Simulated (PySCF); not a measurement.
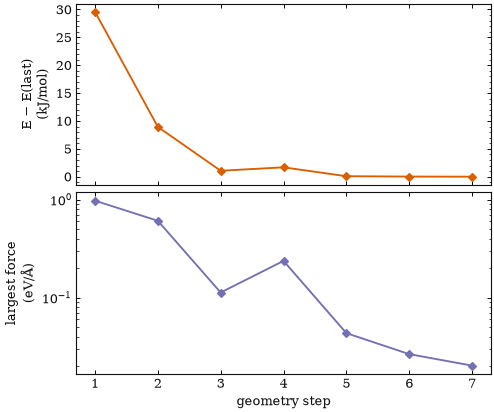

History of a geometry optimisation.

- system: trans-NiI2(NH3)2 (SMILES [NH3]->[Ni](<-[NH3])([I])[I]), multiplicity 3
- method: PBE0-D3(BJ)/def2-SVP, geometry optimisation (PySCF)

How did the optimisation end?

Answer. The optimisation met its thresholds at geometry 7, counting the start as the first. The energy fell by about 30 kJ/mol from the first step to the last, with a rise at step 4. The largest force goes from about 0.98 eV/Å at the start to 0.02 eV/Å at the end.

By which step was nine tenths of the energy gained?

Answer. By step 3 of 7.
